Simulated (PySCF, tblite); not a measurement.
# C₃H₄BFO₂: geometry, infrared bands, NMR shifts and spin-spin couplings

Aim: predict the infrared bands, NMR shifts and spin-spin couplings of C₃H₄BFO₂ (`OB(O)C1=C[C@H]1F`).

The runs use tblite 0.8.0 and PySCF 2.14.0, with density-fitted response routines of our own; the level of theory stands in each step. All values are computed, except where a source is named. Atoms are numbered from 0 throughout.

## (1) Starting geometry

11 atoms, charge 0, multiplicity 1; geometry from: force field or distance geometry start.

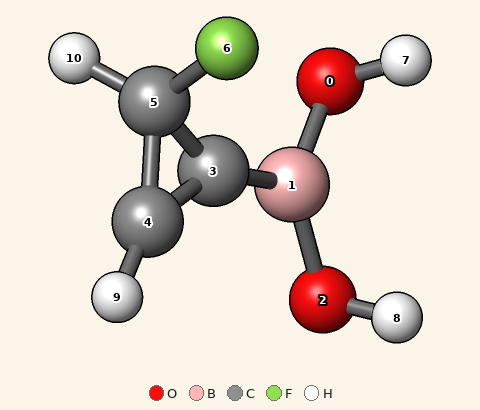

As it starts; oxygen red, boron pink, carbon grey, fluorine green, hydrogen white, atoms numbered; sticks join atoms by distance.

## (2) Geometry optimisation with GFN2-xTB

Job settings and geometry (Å):

```
{"job": {"kind": "relax", "xc": "GFN2-xTB", "basis": "xTB"}, "charge": 0, "multiplicity": 1}
O     -0.995600     0.265200     2.055600
B     -0.779400    -0.498400     0.828000
O     -1.576200    -1.688100     0.560300
C      0.350000    -0.067600    -0.163800
C      1.097300    -0.280400    -1.376300
C      1.381800     0.787100    -0.528800
F      0.937100     2.005600    -1.009800
H     -1.668600     0.954900     1.803500
H     -2.352500    -1.345200     0.040600
H      1.284500    -0.842000    -2.286700
H      2.327000     0.711700     0.051600
```

Launch:

```sh
$ OMP_NUM_THREADS=1 python probes_run.py task.json out
```

The driver reads the jobs from task.json and runs them one after another.

What it wrote:

```text
step      E/eV     max force
  0    -611.38161    5.194
  1    -612.24939    1.911
  2    -612.43867    3.309
  3    -612.57979    0.958
  4    -612.63703    0.758
  5    -612.71005    0.760
  6    -612.74367    0.683
  7    -612.78883    0.639
  8    -612.83358    0.834
  9    -612.89697    0.899
 10    -612.95530    1.084
 11    -613.04290    0.901
 12    -613.11827    0.854
 13    -613.04924    2.659
 14    -613.21539    0.759
 15    -613.25690    0.649
 16    -613.34621    1.453
 17    -613.38943    0.671
 18    -613.43455    0.587
 19    -613.46964    0.668
 20    -613.48612    0.446
 21    -613.52448    0.594
 22    -613.56561    0.710
 23    -613.57882    0.713
 24    -613.59158    0.366
 25    -613.61396    0.440
 26    -613.62301    0.429
 27    -613.62789    0.335
 28    -613.63385    0.160
 29    -613.63774    0.150
 30    -613.64132    0.153
 31    -613.64370    0.141
 32    -613.64586    0.133
 33    -613.64868    0.153
 34    -613.65200    0.150
 35    -613.65617    0.256
 36    -613.66172    0.316
 37    -613.66750    0.241
 38    -613.67093    0.115
 39    -613.67203    0.061
 40    -613.67236    0.062
 41    -613.67267    0.057
 42    -613.67307    0.052
 43    -613.67344    0.053
 44    -613.67364    0.035
 45    -613.67374    0.026
 46    -613.67381    0.023
 47    -613.67389    0.019
 48    -613.67392    0.013
 49    -613.67394    0.014
 50    -613.67396    0.010
 51    -613.67397    0.010
 52    -613.67398    0.009
```

Run time: 0.38 s. Hardware: 1 thread of Arm Neoverse N1, shared host; peak memory 0.18 GiB.

Relaxation path: (not every step is listed)

```tsv
step	energy from step 0 (eV)	largest force (eV/Å)
0	0.0000	5.1938
1	-0.8678	1.9110
2	-1.0571	3.3090
3	-1.1982	0.9584
4	-1.2554	0.7585
5	-1.3284	0.7597
6	-1.3621	0.6832
7	-1.4072	0.6387
8	-1.4520	0.8341
11	-1.6613	0.9014
14	-1.8338	0.7589
17	-2.0078	0.6706
20	-2.1045	0.4456
23	-2.1972	0.7131
26	-2.2414	0.4289
29	-2.2561	0.1503
32	-2.2642	0.1332
35	-2.2746	0.2563
38	-2.2893	0.1152
41	-2.2911	0.0573
44	-2.2920	0.0354
47	-2.2923	0.0192
48	-2.2923	0.0127
49	-2.2923	0.0140
50	-2.2923	0.0104
51	-2.2924	0.0104
52	-2.2924	0.0086
```

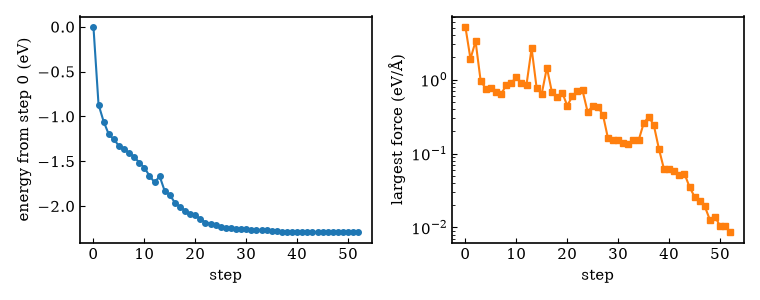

Energy and force, step by step.

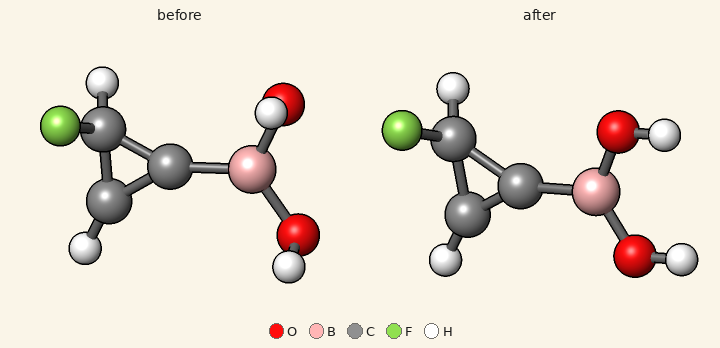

Before and after, at one scale.

Distances of close pairs at the start and the end, largest changes first:

```tsv
bond	before (Å)	after (Å)	change (Å)
C3–C4	1.440	1.317	-0.123
O0–B1	1.462	1.350	-0.111
C3–C5	1.389	1.492	+0.104
B1–O2	1.457	1.354	-0.103
C4–C5	1.392	1.470	+0.078
O0–H7	0.996	0.957	-0.039
O2–H8	0.995	0.958	-0.037
C5–H10	1.112	1.083	-0.029
```

The next job starts from the end point, and lists it.

## (3) Infrared spectrum with GFN2-xTB

Job settings and geometry (Å):

```
{"job": {"kind": "ir", "xc": "GFN2-xTB", "basis": "xTB"}, "charge": 0, "multiplicity": 1}
O     -1.098722     0.489288     1.620413
B     -0.894609    -0.333023     0.568974
O     -1.696224    -1.369665     0.230172
C      0.357372    -0.079591    -0.307613
C      1.126580    -0.353304    -1.341052
C      1.527279     0.815752    -0.544729
F      1.295038     2.078199    -1.067416
H     -1.877655     0.348428     2.158767
H     -2.471732    -1.524160     0.771124
H      1.334996    -0.935314    -2.204747
H      2.403100     0.866062     0.090143
```

What it wrote:

```text
mode    cm-1     km/mol
  1     -13.3      0.99
  2     103.5      5.36
  3     159.4     10.80
  4     326.0      8.33
  5     387.3     20.86
  6     444.9      9.04
  7     486.6     17.14
  8     523.0      0.42
  9     587.7    191.65
 10     599.1    208.86
 11     641.3     14.22
 12     717.2     15.09
 13     908.0    218.69
 14     912.2     80.25
 15     933.1    146.80
 16     950.0     25.07
 17     964.6     17.35
 18    1027.7      8.12
 19    1214.9     19.79
 20    1248.6    206.49
 21    1268.4    399.19
 22    1283.7    155.09
 23    1801.9     91.50
 24    3022.8     45.87
 25    3233.6      2.33
 26    3603.3      3.73
 27    3616.4      7.35
```

It took 0.36 s on 1 thread of Arm Neoverse N1, shared host; peak memory 0.18 GiB.

The strongest bands and the atoms that carry them (share of the mass-weighted mode):

```tsv
cm⁻¹	km/mol	atoms
588	191.7	H7 35 %, H8 27 %, C3 20 %
599	208.9	B1 50 %, C3 17 %
908	218.7	H7 44 %, H8 32 %, H9 13 %
933	146.8	C5 42 %, F6 27 %
1249	206.5	B1 47 %, H10 15 %
1268	399.2	B1 64 %, O2 12 %, O0 12 %
1284	155.1	H10 47 %, B1 22 %, C5 19 %
1802	91.5	C3 57 %, C4 32 %
```

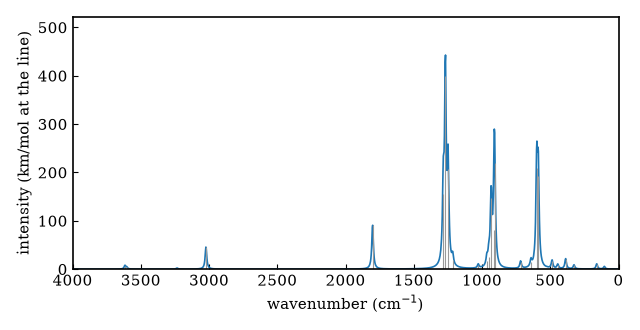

The infrared spectrum from these modes, unscaled. Lines are broadened to a width of 14 cm⁻¹ (Lorentzian).

## (4) Nuclear shieldings: PBE0/pcSseg-1

The job, as its differences from that of step 3:

```diff
@@ -1,2 +1,2 @@
-{"job": {"kind": "ir", "xc": "GFN2-xTB", "basis": "xTB"}, "charge": 0, "multiplicity": 1}
+{"job": {"kind": "nmr", "xc": "PBE0", "basis": "pcSseg-1"}, "charge": 0, "multiplicity": 1}
 O     -1.098722     0.489288     1.620413
```

Method: GIAO PBE0/pcSseg-1 NMR shielding, non-relativistic, gas phase.

What it wrote:

```text
coarse grid: 10088 points
cycle   1  E = -391.2076604072  dE =  1.228e+00  |g| = 9.463e-01  |ddm| = 2.966e+00
cycle   2  E = -391.0808817693  dE =  1.268e-01  |g| = 1.299e+00  |ddm| = 1.395e+00
cycle   3  E = -391.3629741674  dE = -2.821e-01  |g| = 8.988e-02  |ddm| = 8.386e-01
cycle   4  E = -391.3643912939  dE = -1.417e-03  |g| = 4.370e-02  |ddm| = 1.053e-01
cycle   5  E = -391.3647826320  dE = -3.913e-04  |g| = 1.650e-02  |ddm| = 4.556e-02
cycle   6  E = -391.3648418172  dE = -5.919e-05  |g| = 4.223e-03  |ddm| = 1.482e-02
cycle   7  E = -391.3648457502  dE = -3.933e-06  |g| = 1.322e-03  |ddm| = 3.958e-03
final grid: 100344 points
cycle   8  E = -391.4311765386  dE = -3.556e-05  |g| = 8.667e-03  |ddm| = 2.428e-02
cycle   9  E = -391.4311620931  dE =  1.445e-05  |g| = 1.275e-02  |ddm| = 1.534e-02
cycle  10  E = -391.4311912375  dE = -2.914e-05  |g| = 9.236e-04  |ddm| = 8.530e-03
cycle  11  E = -391.4311913986  dE = -1.611e-07  |g| = 3.609e-04  |ddm| = 9.359e-04
cycle  12  E = -391.4311914253  dE = -2.665e-08  |g| = 1.563e-04  |ddm| = 3.929e-04
cycle  13  E = -391.4311914310  dE = -5.671e-09  |g| = 2.059e-05  |ddm| = 1.293e-04
cycle  14  E = -391.4311914310  dE = -6.230e-11  |g| = 9.362e-06  |ddm| = 2.203e-05
converged SCF energy = -391.4311914310

GIAO shielding tensors (ppm)
atom      isotropic    diamagn.    paramagn.     s11        s22        s33       span
  0 O      211.009     386.067    -175.058    117.935    252.216    262.878    144.943
  1 B       78.963     194.046    -115.083     56.577     88.439     91.873     35.296
  2 O      212.336     385.047    -172.711    124.116    248.412    264.480    140.364
  3 C       48.758     250.325    -201.567    -78.832     26.918    198.187    277.019
  4 C       37.700     257.654    -219.954   -102.044     29.084    186.062    288.106
  5 C      120.096     243.656    -123.560     60.064     71.094    229.129    169.064
  6 F      346.464     472.478    -126.014    253.810    339.618    445.962    192.152
  7 H       27.804      30.368      -2.563     22.339     23.830     37.243     14.904
  8 H       27.942      30.072      -2.129     22.401     23.799     37.627     15.225
  9 H       23.105      32.077      -8.972     18.821     24.830     25.665      6.844
 10 H       26.742      29.381      -2.639     21.999     25.402     32.823     10.824
```

Run time: 33 s. Hardware: 1 thread of Arm Neoverse N1, shared host; peak memory 0.66 GiB.

Shifts follow as δ = σ(reference) − σ, with reference shieldings (ppm) from runs at the same level and on the same kind of geometry: 1H TMS 31.72, 13C TMS 186.9, 19F CFCl3 170.9, 17O H2O 336.1, 11B BF3·OEt2 100.1. The references are single molecules in the gas phase, so shifts against H2O, NH3, PH3, H3PO4 or CFCl3 are not on the usual liquid scales and can be off by tens of ppm. Atoms listed in one row are averaged.

```tsv
atoms	environment	σ (ppm)	δ (ppm)	δ scaled to CDCl3
C4	alkene CH	37.7	149.2	143.7
C3	fully substituted alkene carbon	48.8	138.2	132.9
C5	three-membered-ring carbon bearing a halogen	120.1	66.8	63.3
H9	hydrogen on an alkene CH	23.11	8.61	8.22
H10	hydrogen on a three-membered-ring carbon bearing a halogen	26.74	4.98	4.80
H7, H8	hydrogen on an oxygen bonded to B	27.87	3.84	–
O0, O2	oxygen bonded to B, H	211.7	124.4	–
B1	boron bonded to C, 2 O	79.0	21.1	–
F6	fluorine on an sp3 carbon	346.5	-175.5	–
```

The scaled column applies a straight-line fit of computed shieldings to shifts measured in CDCl3, and one for carbons that bear F (root-mean-square error 0.16 ppm for H, 1.9 ppm for C).

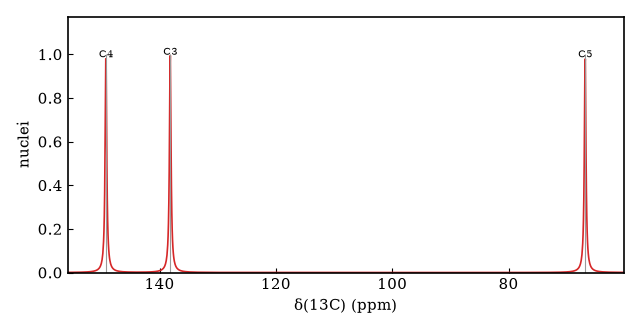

13C lines at the computed shifts, without couplings. Lines are broadened to a width of 0.33 ppm (Lorentzian).

The run also stored atomic charges by several schemes (e):

```tsv
atoms	Mulliken	IAO	Hirshfeld	ESP fit
O0, O2	-0.39	-0.53	-0.25	-0.70
B1	0.52	0.49	0.25	0.69
C3	-0.16	-0.13	-0.08	-0.10
C4	-0.12	-0.13	-0.03	-0.22
C5	0.23	0.15	0.02	0.10
F6	-0.34	-0.34	-0.15	-0.23
```

Mulliken charges:

```tsv
atom	value (e)
O0	-0.39
B1	0.52
O2	-0.40
C3	-0.16
C4	-0.12
C5	0.23
F6	-0.34
H7	0.24
H8	0.24
H9	0.08
H10	0.10
```

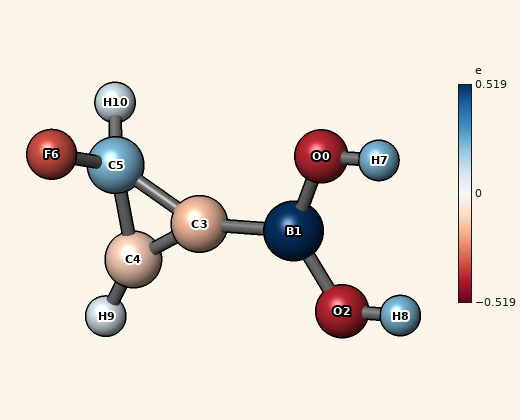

Mulliken charges, as colours on the atoms.

Mayer bond orders: O0–B1 1.28, B1–O2 1.26, B1–C3 0.88, C3–C4 1.61, C4–C5 1.00, C5–F6 0.90, C5–C3 0.94.

Ring of atoms C3, C4, C5: NICS(0) -27.9, NICS(1) -10.2, NICS(1)zz -19.3 ppm (means of both faces; NICS(1) differs between them: -12.0 and -8.5).

The two faces differ (NICS(1)zz -14.5 and -24.0 ppm).

In rings of three or four atoms NICS is ruled by the nearby σ bonds, so it says little on aromaticity.

Orbitals, density, ELF and potential are computed afterwards from the orbital file.

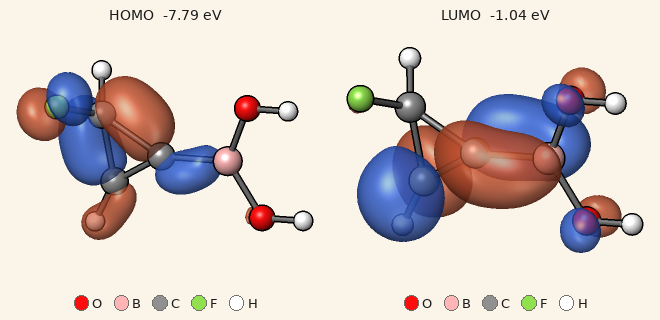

PBE0/pcSseg-1 orbitals near the gap, drawn at the value that encloses 70 % of each; the two colours are the two signs.

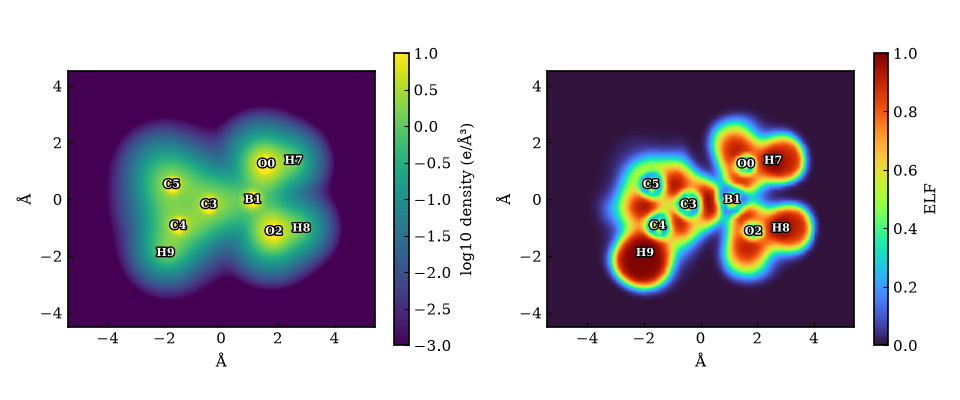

Density (left) and ELF (right) in a plane through or near 9 of the atoms.

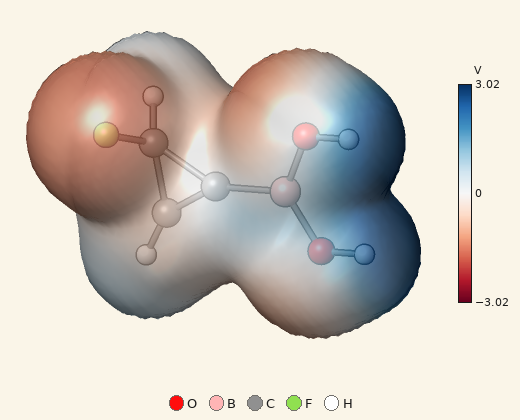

Electrostatic potential on the surface of density 0.002 e/bohr³; red is low, blue high. It runs from -1.47 V near F6 to 3.02 V near H7.

## (5) Spin-spin couplings: B3LYP/pcJ-1

The job, as its differences from that of step 4:

```diff
@@ -1,2 +1,2 @@
-{"job": {"kind": "nmr", "xc": "PBE0", "basis": "pcSseg-1"}, "charge": 0, "multiplicity": 1}
+{"job": {"kind": "j", "xc": "B3LYP", "basis": "pcJ-1"}, "charge": 0, "multiplicity": 1}
 O     -1.098722     0.489288     1.620413
```

With the program's defaults for keys left out, this is: B3LYP/pcJ-1 indirect spin-spin coupling, non-relativistic, gas phase.

What it wrote:

```text
coarse grid: 10088 points
cycle   1  E = -391.6474257003  dE =  1.181e+00  |g| = 1.055e+00  |ddm| = 2.836e+00
cycle   2  E = -391.4263704889  dE =  2.211e-01  |g| = 1.574e+00  |ddm| = 1.589e+00
cycle   3  E = -391.8327150447  dE = -4.063e-01  |g| = 1.095e-01  |ddm| = 9.937e-01
cycle   4  E = -391.8346051341  dE = -1.890e-03  |g| = 6.211e-02  |ddm| = 1.321e-01
cycle   5  E = -391.8354026211  dE = -7.975e-04  |g| = 2.316e-02  |ddm| = 5.830e-02
cycle   6  E = -391.8355206150  dE = -1.180e-04  |g| = 5.147e-03  |ddm| = 1.933e-02
cycle   7  E = -391.8355262334  dE = -5.618e-06  |g| = 1.801e-03  |ddm| = 4.813e-03
final grid: 100344 points
cycle   8  E = -391.9095245620  dE = -1.853e-04  |g| = 8.166e-03  |ddm| = 1.741e-02
cycle   9  E = -391.9095092613  dE =  1.530e-05  |g| = 1.263e-02  |ddm| = 1.456e-02
cycle  10  E = -391.9095353433  dE = -2.608e-05  |g| = 9.725e-04  |ddm| = 9.012e-03
cycle  11  E = -391.9095353671  dE = -2.382e-08  |g| = 8.731e-04  |ddm| = 1.270e-03
cycle  12  E = -391.9095355421  dE = -1.749e-07  |g| = 2.063e-04  |ddm| = 7.031e-04
cycle  13  E = -391.9095355517  dE = -9.600e-09  |g| = 1.734e-05  |ddm| = 1.629e-04
cycle  14  E = -391.9095355517  dE = -3.274e-11  |g| = 9.626e-06  |ddm| = 1.305e-05
converged SCF energy = -391.9095355517

Indirect spin-spin couplings (Hz)
  i      j    bonds     total        FC       PSO       DSO        SD
  0 O    1 B    1    -10.746   -15.589     5.183    -0.144    -0.196
  0 O    3 C    2    -21.267   -21.220    -0.023    -0.024         -
  0 O    4 C    3     -4.938    -4.540    -0.440     0.041         -
  0 O    5 C    3     -0.211    -0.233     0.029    -0.007         -
  0 O    6 F    4      0.189     0.281    -0.075     0.009    -0.025
  0 O    7 H    1    -86.994   -74.060   -12.603    -0.331         -
  0 O    8 H    3     -1.342    -2.263     0.831     0.090         -
  0 O    9 H    4     -0.239    -0.199    -0.216     0.175         -
  0 O   10 H    4     -0.259    -0.283     0.003     0.021         -
  1 B    2 O    1     -8.181   -13.033     5.175    -0.143    -0.180
  1 B    3 C    1    125.586   126.023    -1.237     0.417     0.382
  1 B    4 C    2      2.151     0.955     0.738    -0.047     0.505
  1 B    5 C    2      0.615     0.394     0.008     0.007     0.207
  1 B    6 F    3     -2.560    -1.363    -1.021    -0.062    -0.114
  1 B    7 H    2     -1.844    -0.614    -0.076    -1.049    -0.105
  1 B    8 H    2     -2.484    -1.249    -0.112    -1.021    -0.102
  1 B    9 H    3      0.733     0.513     0.484    -0.298     0.034
  1 B   10 H    3     -0.850    -0.896     0.199    -0.171     0.018
  2 O    3 C    2    -20.995   -20.898    -0.074    -0.023         -
  2 O    4 C    3      0.134     0.141    -0.014     0.008         -
  2 O    5 C    3     -3.530    -3.490    -0.070     0.030         -
  2 O    6 F    4     -0.464    -0.943     0.330     0.099     0.051
  2 O    7 H    3     -1.335    -2.257     0.827     0.095         -
  2 O    8 H    1    -84.965   -71.927   -12.711    -0.327         -
  2 O    9 H    4     -0.679    -0.701    -0.021     0.044         -
  2 O   10 H    4      0.187     0.173    -0.127     0.141         -
  3 C    4 C    1     47.797    55.718    -8.113     0.192         -
  3 C    5 C    1     12.036    13.624    -1.828     0.240         -
  3 C    6 F    2     16.928    13.075     2.598    -0.124     1.379
  3 C    7 H    3     10.289    10.396     0.469    -0.576         -
  3 C    8 H    3     10.346    10.443     0.479    -0.576         -
  3 C    9 H    2      3.123     3.862     0.052    -0.791         -
  3 C   10 H    2      2.034     2.241     0.126    -0.332         -
  4 C    5 C    1     17.738    19.519    -2.000     0.219         -
  4 C    6 F    2     11.755    12.891    -1.280    -0.191     0.334
  4 C    7 H    4      2.060     2.040     0.502    -0.482         -
  4 C    8 H    4     -0.329    -0.327     0.459    -0.461         -
  4 C    9 H    1    235.181   236.047    -1.661     0.795         -
  4 C   10 H    2      0.830     1.067     0.186    -0.422         -
  5 C    6 F    1   -299.869  -333.227    16.178     0.796    16.384
  5 C    8 H    4      1.733     1.777     0.351    -0.395         -
  5 C    9 H    2      1.327     1.357     0.530    -0.560         -
  5 C   10 H    1    227.888   227.432    -0.741     1.198         -
  6 F    7 H    5     -0.508    -0.248     1.034    -1.195    -0.099
  6 F    8 H    5     -0.169     0.095     0.946    -1.119    -0.091
  6 F    9 H    3     -0.607    -1.508     2.112    -1.378     0.167
  6 F   10 H    2    106.037   102.953     7.410    -1.270    -3.056
  7 H    8 H    4     -0.176     0.046    -2.002     1.780         -
  8 H    9 H    5      0.408     0.499     1.432    -1.522         -
  8 H   10 H    5     -0.320    -0.214     1.297    -1.403         -
  9 H   10 H    3     -1.497    -1.390     1.978    -2.085         -
```

It took 62 s on 1 thread of Arm Neoverse N1, shared host; peak memory 0.87 GiB.

Couplings of 1 Hz or more, nine at most for each number of bonds, with means over like pairs (isotopes 11B, 13C, 19F, 1H, 17O):

```tsv
pair	bonds	J (Hz)	Fermi contact (Hz)	dihedral (°)
C5–F6	1	-299.9	-333.2	–
C4–H9	1	235.2	236.0	–
C5–H10	1	227.9	227.4	–
B1–C3	1	125.6	126.0	–
O0–H7	1	-86.0	-73.0	–
C3–C4	1	47.8	55.7	–
C4–C5	1	17.7	19.5	–
C3–C5	1	12.0	13.6	–
O0–B1	1	-9.5	-14.3	–
F6–H10	2	106.0	103.0	–
O0–C3	2	-21.1	-21.1	–
C3–F6	2	16.9	13.1	–
C4–F6	2	11.8	12.9	–
C3–H9	2	3.1	3.9	–
B1–H7	2	-2.2	-0.9	–
B1–C4	2	2.2	1.0	–
C3–H10	2	2.0	2.2	–
C5–H9	2	1.3	1.4	–
C3–H7	3	10.3	10.4	179
B1–F6	3	-2.6	-1.4	-71
O0–C4	3	-2.4	-2.2	–
O0–C5	3	-1.9	-1.9	–
H9–H10	3	-1.5	-1.4	-74
O0–H8	3	-1.3	-2.3	1
```

The spin-dipole term was solved for some atoms only; pairs without it lack that part.

The response was solved for the nuclei of B, C, F, H alone, so couplings that need other nuclei can be missing.

Quadrupole couplings from the field gradients of the same density:

```tsv
atom	isotope	eQq/h (MHz)	η
O2	17O	-8.789	0.11
O0	17O	-8.759	0.08
B1	11B	2.870	0.39
```

Joined with the shifts from before (PBE0/pcSseg-1, unscaled), the couplings predict the line list below for 600 MHz. Couplings to quadrupolar nuclei are left out.

1H NMR δ 8.61 (d, J = 1.5 Hz, 1H), 4.98 (dd, J = 106.0, 1.5 Hz, 1H), 3.84 (br s, 2H).

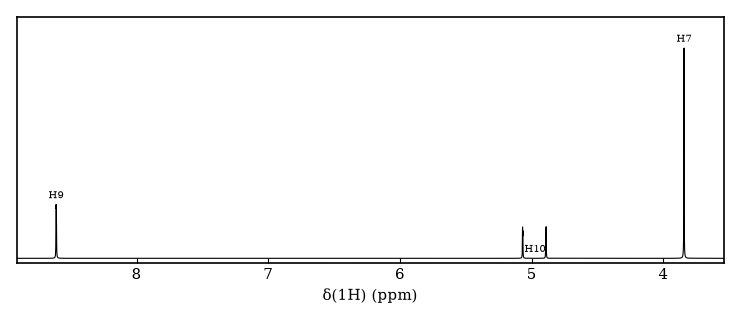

Simulated proton spectrum at 600 MHz, by exact diagonalisation of each spin system; lines 1.2 Hz wide, exchangeable protons uncoupled.

## (6) Outcome

```
                                                               quantity                     value
                              strongest single infrared mode (GFN2-xTB)     1268 cm⁻¹, 399 km/mol
                                           zero-point energy (GFN2-xTB)             44.3 kcal/mol
                                 13C shifts against TMS (PBE0/pcSseg-1)    149.2, 138.2, 66.8 ppm
 1H shifts against TMS (PBE0/pcSseg-1, means over atoms taken as alike)      8.61, 4.98, 3.84 ppm
17O shifts against H2O (PBE0/pcSseg-1, means over atoms taken as alike)                 124.4 ppm
                            11B shifts against BF3·OEt2 (PBE0/pcSseg-1)                  21.1 ppm
                               19F shifts against CFCl3 (PBE0/pcSseg-1)                -175.5 ppm
                                  surface potential, least and greatest        -1.47 V and 3.02 V
                            largest coupling of the table (B3LYP/pcJ-1)  1J(C,F) C5–F6, -299.9 Hz
```

Over 52 steps the energy fell by 2.292 eV; of the close pairs, C3–C4 changed most, 1.440 to 1.317 Å. The lowest mode is slightly imaginary (13i cm⁻¹), a soft motion within the noise of the Hessian, so the minimum is not strictly shown. The strongest single mode, at 1268 cm⁻¹, moves mainly B1. Unscaled tight-binding wavenumbers are off by several per cent, some by more. Its intensities can rank the bands wrongly. By nearest atom (PBE0/pcSseg-1), the HOMO sits on C5 28 %; F6 24 % and the LUMO on C3, C4 about 28 % each; B1 21 %. Of the pairs tabulated at B3LYP/pcJ-1, C5–F6 couples most strongly (-299.9 Hz; Fermi contact -333.2 Hz). Couplings across rotatable bonds belong to this one conformer; where others are populated, the observed values are averages.
